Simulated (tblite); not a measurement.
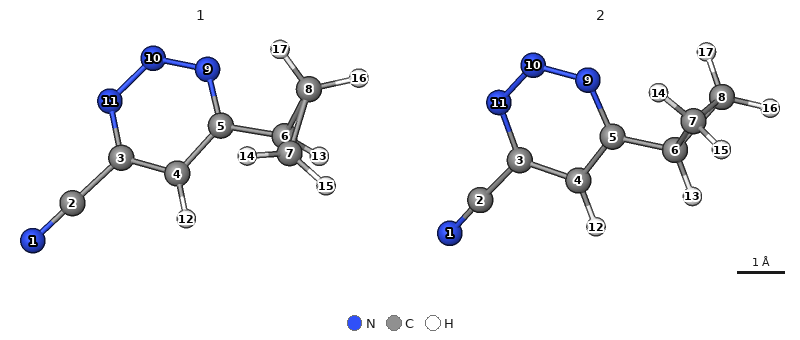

Two geometries of C7H6N4, drawn at one scale. One is the start of a relaxation, the other its converged end. Style: ball-and-stick. Shown from a free direction.

Level of theory: tblite 0.8.0, GFN2-xTB geometry optimisation, gas phase. 

Which one is relaxed?

Answer. Structure 2 is the relaxed one. The largest move after the best rigid fit is that of N10, 1.44 Å. Largest moves by element: N 1.44 Å, H 1.38 Å, C 0.74 Å. Some distances before and after: C5–C6 1.515 → 1.460 Å, N9–N10 1.311 → 1.286 Å, N1–C2 1.167 → 1.144 Å, N10–N11 1.302 → 1.282 Å. Among the angles between lasting bonds that change: C6–C8–H17 119.3° → 116.5°, C4–C3–N11 123.3° → 121.1°. Groups turn about C5–C6 by about 85°. After 122 geometry steps the energy has fallen by 0.329 eV.
